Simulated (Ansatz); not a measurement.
# Which site? Ga in place of Al in glassy 43SiO2-23Al2O3-34BaO (mol %) (109 atoms), part 2 of 3

Aim: make Ga in place of Al at several sites of glassy 43SiO2-23Al2O3-34BaO (mol %) (109 atoms), relax each, and compare their energies.

Ansatz 0.2.0; Kohn-Sham DFT, PBE, PAW (set soft_2), plane waves.

The cell: 15 Si, 16 Al, 12 Ba and 66 O. The quench rate of 50 K/ps is orders of magnitude faster than experiment. The network of bonds at the start is that of the classical potential that made the cell. The Brillouin zone is sampled at Γ only, in a cell whose shortest periodic width is 12 Å. No spin–orbit coupling is included.

So far. Step 2 (Single point at the start): The r.m.s. force at the start is 1.3 eV/Å. Step 3 (Relaxation): The relaxation converged after 19 steps, 10.8 eV below its start, with a largest force component of 0.015 eV/Å.

### Step 4. Single point at the relaxed geometry

The electronic structure is read at the final geometry, in a run of its own.

input.yaml

```yaml
crystal:
  lattice:
    - [11.62145, 0.0, 0.0]
    - [0.0, 11.62145, 0.0]
    - [0.0, 0.0, 11.62145]
  atoms:
    - { symbol: Si, position: [0.78465, 0.19903, 0.29433] }
    - { symbol: Si, position: [0.82107, 0.80249, 0.02143] }
    - { symbol: Si, position: [0.22403, 0.08052, 0.07501] }
    - { symbol: Si, position: [0.6012, 0.83703, 0.87879] }
    - { symbol: Si, position: [0.57017, 0.09708, 0.19251] }
    - { symbol: Si, position: [0.41025, 0.19825, 0.36579] }
    [... 97 atom lines left out ...]
    - { symbol: O, position: [0.07855, 0.22213, 0.53639] }
    - { symbol: O, position: [0.98536, 0.45763, 0.90417] }
    - { symbol: O, position: [0.29896, 0.20069, 0.09313] }
    - { symbol: O, position: [0.25113, 0.79119, 0.38347] }
    - { symbol: O, position: [0.46527, 0.06326, 0.61811] }
    - { symbol: O, position: [0.19605, 0.3565, 0.89654] }
kpoints:
  mp_grid: { grid: [1, 1, 1] }
hamiltonian:
  xc: pbe
scf:
  occupations: { method: fermi_dirac, width: 0.025 }
output:
  forces: true
  stress: true
  populations: true
  dos:
    method: { smearing: { sigma: 0.1 } }
    de: 0.1
    projected: { site_lists: { Al: [Al], Ba: [Ba], O: [O], Si: [Si] } }
  eigenvalues: true
  write_density: true
  write_potential: true
  volumetric_format: npy
```

Started as:

```sh
ansatz run input.yaml --threads 4 --pin off --max-ram 8192MiB --backend cpu --events-out ev --progress --plain --runs-dir out
```

Numbers of over 12 decimals in the logs are rounded to 6 here.

The program printed:

```text
[...]
Crystal: 109 atoms, lattice volume = 1569.571 Å³
Basis set: ecut = 420 eV, 30839 PW (Γ), exchange–correlation on 160×160×160 points (8 copies of the dense FFT grid, shifted against one another)
Bands: 421, of which v1, the nominal top of the filled ones, is band 312 counted from 1 (311 counted from 0)
Symmetry: 1 space group operations
[...]
k-points: 1
[...]
SCF iter   1: F=—  HF=-127132.828541 eV  |F-HF|=—  |Δ(HF+E_count)|=         —  Δρ=1.97e-3  dr2=8.04e-2  ethr=1.77e-3  ⟨swp⟩=6.0  Hψ=1870  notcnv=0  defer=93
[...]
SCF iter   9: F=-127132.839175 eV  HF=-127132.839175 eV  |F-HF|=2.35e-8  |Δ(HF+E_count)|=   2.50e-7  Δρ=1.79e-6  dr2=5.22e-8  ethr=1.60e-11  ⟨swp⟩=22.0  Hψ=4119  notcnv=0
SCF 1 converged in 9 iterations: F = -127132.839175 eV  dr2 = 5.22e-8
[...]
SCF converged after 9 iterations
Free energy (F): -127132.839175 eV
[...]
Internal energy: -127132.839175 eV  (E = F + TS)
E sigma→0 (E₀):  -127132.839175 eV
Fermi energy:    7.315365 eV
[...]
--- Forces (eV/Å), atoms counted from 1 ---
  atom   1  Si    -0.01355225     0.00486254    -0.00810280
  atom   2  Si     0.00572700    -0.00651287    -0.00661477
  atom   3  Si     0.01308231     0.00684040    -0.00414829
  atom   4  Si    -0.01140305     0.00382594     0.00256020
  atom   5  Si    -0.00713311     0.00762309    -0.00230911
  atom   6  Si     0.00537934    -0.00116867    -0.01207243
  atom   7  Si     0.00145194     0.00159723     0.00623674
  atom   8  Si     0.00160806    -0.01117057     0.00421008
  atom   9  Si    -0.00123438    -0.01217160     0.00495610
  atom  10  Si    -0.00342691    -0.00080125    -0.00490093
  atom  11  Si    -0.00678504     0.01107683    -0.00173976
  atom  12  Si     0.00107787    -0.01016614     0.00623448
  atom  13  Si     0.00219877     0.00202745    -0.01061711
  atom  14  Si     0.00941897     0.00850043    -0.00040056
[...]
atom 108  O      0.00204002    -0.00052829    -0.00143663
  atom 109  O     -0.01218494     0.00084380    -0.00210839
  max |Σ_I F_I| component: 8.14e-5 eV/Å
--- Stress (GPa, compression-positive) ---
        2.290696       0.746965       0.943621
        0.746964       2.380265      -0.426124
        0.943619      -0.426125       0.891035
  P = ⅓ Tr σ = 1.8540 GPa (18.540 kbar)
--- Band table (eV) ---
[...]
--- Löwdin populations: 109 sites ---
  site symbol       q [e]
     0     Si      2.3117
     1     Si      2.3370
     2     Si      2.3324
[...]
108      O      6.7940
  spilling = 0.012803 (of n_electrons = 624.000000)
```

Wall time 34 s (4 threads of Arm Neoverse V1, shared host); peak memory 2.2 GiB; 2.1 min of CPU time.

The run gave:

* free energy: -127132.8392 eV
* free energy per atom: -1166.3563 eV/atom
* SCF cycles: 9
* pressure: 1.854 GPa
* r.m.s. force component: 0.00504 eV/Å
* longest force: 0.02364 eV/Å
* Fermi energy: 7.315 eV
* gap (highest filled to lowest empty level): 3.696 eV
* spilling of the projection: 0.0128

Löwdin charges by element and coordination (they lack the spilled electrons, 0.073 e an atom on average):

```
element  coordination  atoms  mean charge (e)  spread   least    most
     Al           all     16             1.23  0.0329    1.18    1.31
     Al             4     12             1.23  0.0358    1.18    1.31
     Al             5      2             1.26  0.0091    1.25    1.27
     Al             6      2             1.22  0.0017    1.22    1.22
     Ba           all     12             1.90  0.0249    1.86    1.94
     Ba             7      3             1.90  0.0223    1.86    1.92
     Ba             8      4             1.89  0.0206    1.87    1.92
     Ba             9      1             1.89       0    1.89    1.89
     Ba            10      3             1.91  0.0287    1.87    1.94
     Ba            11      1             1.93       0    1.93    1.93
      O           all     66           -0.898  0.0798   -1.13  -0.761
      O             2      7           -0.822  0.0633  -0.967  -0.761
      O             3     21           -0.893  0.0782   -1.02  -0.789
      O             4     34           -0.918  0.0767   -1.13  -0.818
      O             5      4           -0.896  0.0497  -0.964  -0.826
     Si           all     15             1.65  0.0616    1.49    1.74
```

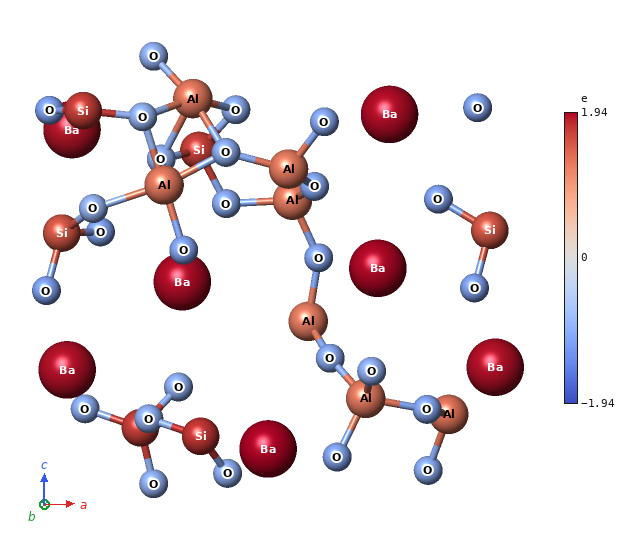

Atoms coloured by Löwdin charge. Drawn is a slice 4 Å thick, seen along the normal of the ac plane.

States in the cell by windows of 1 eV, zero at the Fermi level; the larger projections on atomic orbitals stand beside the total:

```
from (eV)  to (eV)  total   O p  Al p
      -10       -9   14.0   9.7   0.3
       -9       -8   18.4  13.5   0.5
       -8       -7   31.0  23.6   1.3
       -7       -6   44.7  34.9   2.2
       -6       -5   62.4  52.6   3.2
       -5       -4   77.9  70.1   1.9
       -4       -3   88.3  82.7   1.0
       -3       -2   48.7  46.0   0.4
       -2       -1    2.4   2.2   0.0
       -1        1    0.0   0.0   0.0
        1        2    2.0   0.0   0.1
        2        3    3.0   0.2   0.2
        3        4   37.5   2.4   4.3
        4        5   47.3   3.0   5.9
```

Between -26 and -10 eV lie 212 more states.

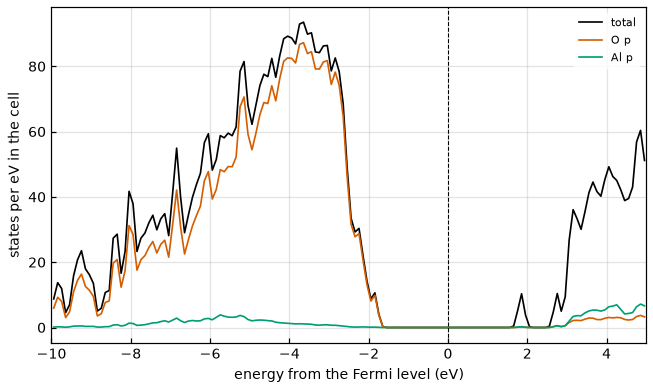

Total and projected density of states, with the broadening of the input.

The levels nearest the highest filled one (over half full), pooled over k-points and spins:

```
level less the highest filled one (eV)  occupation
                                -0.508           2
                                -0.424           2
                                -0.401           2
                                -0.313           2
                                -0.205           2
                                     0           2
                                  3.70           0
                                  4.60           0
                                  4.88           0
                                  4.95           0
                                  4.98           0
                                  5.05           0
```

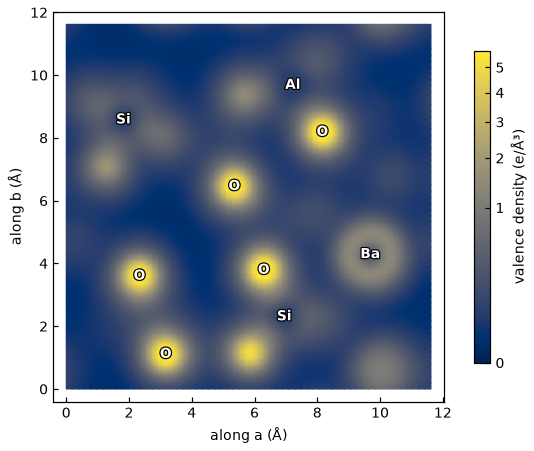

Valence density in the ab plane at fractional z = 0.296, with atoms of Si and Al and Ba and O within 0.2 Å of it. It is the smooth field of the valence electrons, not physical close to the nuclei. The map starts off the cell's origin, so that atoms lie inside it. The colour scale is stretched toward low values.

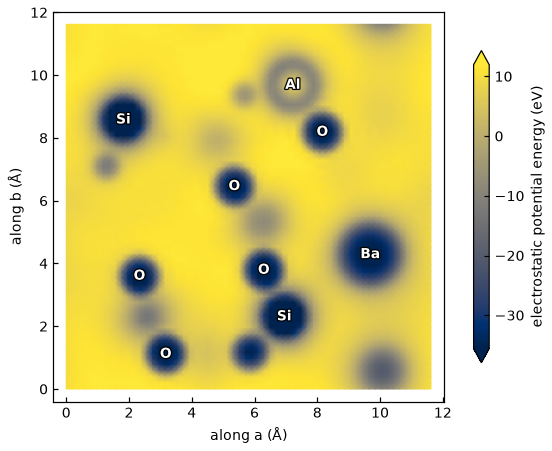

Electrostatic potential energy in the ab plane at fractional z = 0.296, with atoms of Si and Al and Ba and O within 0.2 Å of it. With pseudopotentials it is smooth inside the atoms' cores, unlike the true potential. The map starts off the cell's origin, so that atoms lie inside it.

Filled and empty levels are parted by 3.70 eV (at Γ alone); a semilocal functional tends to put such gaps too low. In a disordered cell it changes from sample to sample, and tail or defect levels can set it. Mean Löwdin charges: Al +1.23, Ba +1.90, O -0.90, Si +1.65 e (they miss 1.3 % of the electrons, so they add up to more than the cell's charge).

### Step 5. Ga on a site of Al, site Al27

The site has 4 bonded neighbours (O4) at 1.79 Å on average, by cutoffs that count no bonds between two metal atoms or like ions. The change is made in the relaxed cell and the atoms are relaxed again, with spin allowed.

input.yaml

```yaml
crystal:
  lattice:
    - [11.62145, 0.0, 0.0]
    - [0.0, 11.62145, 0.0]
    - [0.0, 0.0, 11.62145]
  atoms:
    [... atom lines 1 to 23 left out ...]
    - { symbol: Al, position: [0.92898, 0.61652, 0.17323] }
    - { symbol: Al, position: [0.44229, 0.90188, 0.08214] }
    - { symbol: Al, position: [0.25658, 0.88951, 0.90054] }
    - { symbol: Ga, position: [0.22959, 0.23066, 0.55765], spin: 0.6 }
    - { symbol: Al, position: [0.72389, 0.45876, 0.2257] }
    - { symbol: Al, position: [0.538, 0.37742, 0.77042] }
    - { symbol: Al, position: [0.60503, 0.67903, 0.38733] }
    [... atom lines 31 to 109 left out ...]
magnetization:
  spin_polarized: true
kpoints:
  mp_grid: { grid: [1, 1, 1] }
hamiltonian:
  xc: pbe
scf:
  occupations: { method: fermi_dirac, width: 0.025 }
  lower_state_search: "off"
output:
  forces: true
  eigenvalues: true
relax:
  f_tol: 0.05
  max_steps: 90
```

The program printed:

```text
[...]
Crystal: 109 atoms, lattice volume = 1569.571 Å³
Basis set: ecut = 420 eV, 30839 PW (Γ), exchange–correlation on 160×160×160 points (8 copies of the dense FFT grid, shifted against one another)
Bands: 428, of which v1, the nominal top of the filled ones, is band 317 counted from 1 (316 counted from 0)
Symmetry: 1 space group operations
[...]
k-points: 1
[...]
Starting moments: Σ|m| = 3 μB on 5 of 109 sites
[...]
SCF iter   1: F=—  HF=-130428.177020 eV  |F-HF|=—  |Δ(HF+E_count)|=         —  Δρ=4.28e-2 (↑3.75e-2 ↓4.28e-2)  dr2=1.61e2  dr2_m=1.75e0  M=0.001 μB ∫|m|=0.601 μB  β_m=0.30  ethr=3.10e-3  ⟨swp⟩=9.0  Hψ=4563  notcnv=0  defer=174
[...]
spin=Collinear: Resta preconditioning applied to the charge; magnetization (m = ρ↑ − ρ↓) channel mixes plain (no charge-response kernel on spin).
SCF iter   2: F=—  HF=-130399.265834 eV  |F-HF|=—  |Δ(HF+E_count)|=    2.89e1  Δρ=2.58e-2 (↑2.28e-2 ↓2.58e-2)  dr2=7.37e1  dr2_m=9.03e-1  M=0.000 μB ∫|m|=0.405 μB  β_m=0.30  ethr=3.10e-3  ⟨swp⟩=3.0  Hψ=1609  notcnv=0  defer=208
SCF iter   3: F=—  HF=-130379.239356 eV  |F-HF|=—  |Δ(HF+E_count)|=    2.00e1  Δρ=1.41e-2 (↑1.41e-2 ↓1.34e-2)  dr2=1.51e1  dr2_m=4.76e-1  M=0.000 μB ∫|m|=0.460 μB  β_m=0.30  ethr=3.10e-3  ⟨swp⟩=4.0  Hψ=1935  notcnv=0  defer=206
[...]
SCF iter   7: F=—  HF=-130375.201635 eV  |F-HF|=—  |Δ(HF+E_count)|=   2.73e-2  Δρ=1.71e-3 (↑1.71e-3 ↓1.71e-3)  dr2=1.32e-2  dr2_m=3.91e-2  M=0.000 μB ∫|m|=0.123 μB  β_m=0.30  ethr=8.15e-6  ⟨swp⟩=5.0  Hψ=1274  notcnv=0  defer=207
[...]
spin-set hold released at iteration 7 (site moments contracting): the magnetisation degrees of freedom join the quasi-Newton model from the next iteration; the mixer history was flushed
SCF iter   8: F=—  HF=-130375.210319 eV  |F-HF|=—  |Δ(HF+E_count)|=   8.68e-3  Δρ=1.27e-3 (↑1.26e-3 ↓1.27e-3)  dr2=8.27e-3  dr2_m=2.14e-2  M=0.000 μB ∫|m|=0.098 μB  β_m=0.65  ethr=2.08e-6  ⟨swp⟩=1.5  Hψ=858  notcnv=0  defer=206
SCF iter   9: F=—  HF=-130375.225130 eV  |F-HF|=—  |Δ(HF+E_count)|=   1.48e-2  Δρ=1.45e-4 (↑1.45e-4 ↓1.27e-4)  dr2=8.45e-4  dr2_m=1.45e-4  M=0.000 μB ∫|m|=0.015 μB  β_m=0.75  ethr=1.30e-6  ⟨swp⟩=3.5  Hψ=1286  notcnv=0  defer=206
[...]
SCF iter  12: F=-130375.225943 eV  HF=-130375.225944 eV  |F-HF|=1.44e-6  |Δ(HF+E_count)|=   1.50e-5  Δρ=1.57e-5 (↑1.30e-5 ↓1.57e-5)  dr2=1.08e-5  dr2_m=6.43e-7  M=0.000 μB ∫|m|=0.001 μB  β_m=0.78  ethr=6.03e-9  ⟨swp⟩=28.5  Hψ=6883  notcnv=0
SCF iter  13: F=-130375.225947 eV  HF=-130375.225947 eV  |F-HF|=1.87e-7  |Δ(HF+E_count)|=   2.60e-6  Δρ=7.65e-6 (↑7.65e-6 ↓6.07e-6)  dr2=2.25e-6  dr2_m=2.65e-7  M=0.000 μB ∫|m|=0.001 μB  ethr=1.71e-9  ⟨swp⟩=3.5  Hψ=2852  notcnv=0
WARN: the starting moments were not kept: the SCF closed with an absolute magnetisation of 6.3e-4 μB, where they sum to 3 μB in size (5 sites). That is at most 0.1 of that sum. Measured as dr2_m measures the in/out step, that magnetisation stands 5.6e-8 eV from none, [...]
SCF 1 converged in 13 iterations: F = -130375.225947 eV  dr2 = 2.25e-6
[...]
relax step   1: F+E_penalty+E_count = -130375.22594660 eV  Δ(F+E_penalty+E_count) = +0.000e0 eV  max|allowed force component| = 2.048e0 eV/Å  Δτ_max = 0.0000 Å  (13 SCF iters, dr2 threshold 6.25e-5 eV, accepted)
[... from here on, the SCF cycles and remarks between the steps are left out ...]
relax step   2: F+E_penalty+E_count = -130375.45600505 eV  Δ(F+E_penalty+E_count) = -2.301e-1 eV  max|allowed force component| = 8.914e-1 eV/Å  Δτ_max = 0.0556 Å  (5 SCF iters, dr2 threshold 1.00e-4 eV, accepted)
relax step   3: F+E_penalty+E_count = -130375.48844330 eV  Δ(F+E_penalty+E_count) = -3.244e-2 eV  max|allowed force component| = 3.227e-1 eV/Å  Δτ_max = 0.0757 Å  (7 SCF iters, dr2 threshold 4.97e-5 eV, accepted)
relax step   4: F+E_penalty+E_count = -130375.52439926 eV  Δ(F+E_penalty+E_count) = -3.596e-2 eV  max|allowed force component| = 3.057e-1 eV/Å  Δτ_max = 0.0928 Å  (7 SCF iters, dr2 threshold 1.36e-5 eV, accepted)
relax step   5: F+E_penalty+E_count = -130375.54817763 eV  Δ(F+E_penalty+E_count) = -2.378e-2 eV  max|allowed force component| = 1.156e-1 eV/Å  Δτ_max = 0.0544 Å  (6 SCF iters, dr2 threshold 1.22e-5 eV, accepted)
relax step   6: F+E_penalty+E_count = -130375.53905369 eV  Δ(F+E_penalty+E_count) = +9.124e-3 eV  max|allowed force component| = 1.656e-1 eV/Å  Δτ_max = 0.0590 Å  (9 SCF iters, rejected (line search))
relax step   7: F+E_penalty+E_count = -130375.55020976 eV  Δ(F+E_penalty+E_count) = -2.032e-3 eV  max|allowed force component| = 6.051e-2 eV/Å  Δτ_max = 0.0132 Å  (9 SCF iters, accepted)
relax step   8: F+E_penalty+E_count = -130375.54890470 eV  Δ(F+E_penalty+E_count) = +1.305e-3 eV  max|allowed force component| = 3.547e-2 eV/Å  Δτ_max = 0.0370 Å  (8 SCF iters, rejected (line search))
relax step   9: F+E_penalty+E_count = -130375.55087270 eV  Δ(F+E_penalty+E_count) = -6.629e-4 eV  max|allowed force component| = 2.293e-2 eV/Å  Δτ_max = 0.0106 Å  (8 SCF iters, accepted)
SCF converged after 8 iterations
Magnetization: 0.0000 μB (317.0000 up, 317.0000 down)
Absolute magnetization: 0.0000 μB (∫|ρ↑−ρ↓|, with the PAW one-centre terms)
[...]
Per-site moments (μB) at R_I (Å): [(5.046357233980599e-10, 0.665408), (1.514293768645684e-10, 0.660642), (-2.7434088629579763e-10, 0.645499), (6.737222367833692e-11, 0.665781), (4.69995947030415e-10, 0.659444), [...]
Free energy (F): -130375.550873 eV
[...]
Internal energy: -130375.550873 eV  (E = F + TS)
E sigma→0 (E₀):  -130375.550873 eV
Fermi energy:    7.302268 eV
[...]
Σ components = -130375.550873   (vs F -130375.550873, Δ=0.00e0)
--- Forces (eV/Å), atoms counted from 1 ---
  atom   1  Si     0.00158332     0.00235890     0.00226163
  atom   2  Si     0.00128713    -0.00767192    -0.00527981
  atom   3  Si     0.01449703    -0.00130040    -0.00269635
  atom   4  Si     0.00223064     0.00259960    -0.00013289
[...]
atom 109  O      0.00153292     0.00525365     0.00432066
  max |Σ_I F_I| component: 8.34e-5 eV/Å
--- Band table (eV) ---
[...]
--- Relaxed structure (9 steps of the walk, 7 accepted, 0 SCFs on fresh bases) ---
  F+E_penalty+E_count = -130375.55087270 eV   max|allowed force component| = 2.293e-2 eV/Å
  atoms:
    - { symbol: Si, position: [0.784667, 0.199211, 0.294174] }
    - { symbol: Si, position: [0.820854, 0.802650, 0.021574] }
    - { symbol: Si, position: [0.224174, 0.080414, 0.075432] }
    - { symbol: Si, position: [0.601093, 0.836996, 0.878233] }
[...]
- { symbol: O, position: [0.195952, 0.358053, 0.898405] }
```

It took 7.4 min on 4 threads; peak memory 3.7 GiB; 29 min of CPU time.

The program notes that starting moments were not kept.

The relaxation converged after 9 steps, 0.325 eV below its start, with a largest force component of 0.023 eV/Å.

A closer look about the Ga atom, after relaxation: 13 atoms, nearest first, numbered in the order of the input, with positions taken from that point.

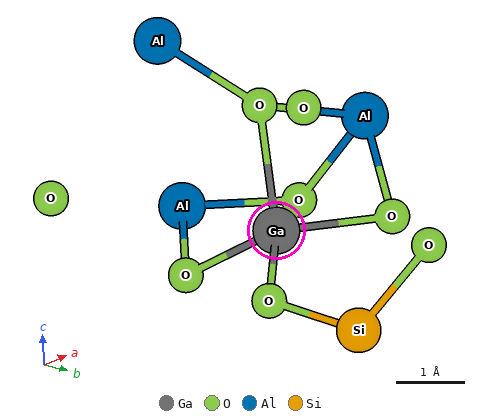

The atoms of the table, within 3.5 Å (arrows a, b, c point along x, y, z); some may hide others; the central atom is ringed.

```
atom      x      y      z  distance (Å)  bonds
Ga27   0.00   0.00   0.00          0.00      4
 O69   0.77   1.63   0.36          1.84      3
O104  -1.84  -0.12  -0.20          1.86      4
 O98   0.71  -0.87  -1.49          1.86      4
 O92  -0.02  -0.23   1.91          1.93      4
Al31   0.19   1.70   2.12          2.72      6
Al16  -2.61   0.59   1.26          2.96      4
 O56  -1.70   2.10   1.42          3.05      3
 Si6   2.09  -0.39  -2.24          3.09      4
Al22  -0.89  -1.44   2.91          3.36      5
O108   2.70  -1.93   0.74          3.40      3
 O47   3.24   0.01  -1.15          3.44      2
 O78  -1.42  -3.20   0.21          3.51      4
```

The column of bonds counts only the pairs O-Al within 2.49 Å, O-Si within 2.08 Å, O-Ba within 3.58 Å, O-Ga within 2.33 Å; other neighbours, such as metal atoms beside each other in a compound, aren't counted, and periodic images can show an atom twice.

The largest move is 0.14 Å, by O98.

(Part 2 of 3 ends here.)

[Logs are printed without paths, hosts, clocks, repeated set-up lines and the standing remarks that a program may print on its own settings, such as how far it seeks lower states.]

[Hosts, paths, dates, database ids (printed as entryN), source tags and the programs' standing remarks are cut or masked in the printed files.]
